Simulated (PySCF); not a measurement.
SMILES B(CCC=C)(O)O (C4H9BO2) at its GFN2-xTB optimised geometry (Å):

```
16

C      0.5361     2.0007    -0.1319
C      1.0888     0.8507    -0.4788
C      1.3797    -0.2769     0.4584
C      0.7220    -1.5895     0.0000
B     -0.8830    -1.5895     0.0000
O     -1.5081    -2.7873    -0.0079
O     -1.6526    -0.4709     0.0000
H      0.2608     2.2126     0.8896
H      0.3528     2.7873    -0.8443
H      1.3636     0.6717    -1.5109
H      1.0412    -0.0231     1.4654
H      2.4643    -0.4211     0.4954
H      1.0731    -1.8242    -1.0079
H      1.0771    -2.4018     0.6352
H     -2.4643    -2.7241    -0.0209
H     -1.1781     0.3629    -0.0058
```

Computed with CAM-B3LYP/def2-TZVP (PySCF).

Map of the Laplacian of the electron density (e/bohr⁵), clipped to [-1.50, 1.50] on the plane z = 1.5 Å:

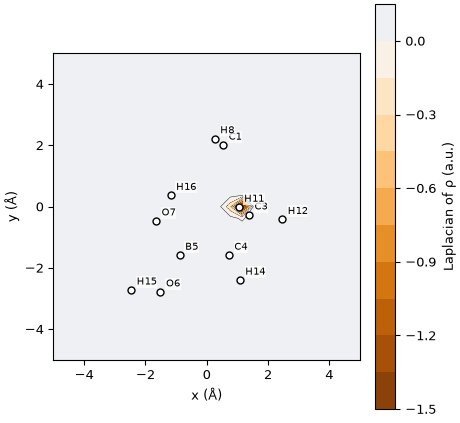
Laplacian of the electron density (e/bohr⁵), clipped to [-1.50, 1.50] on the plane z = 1.5 Å.
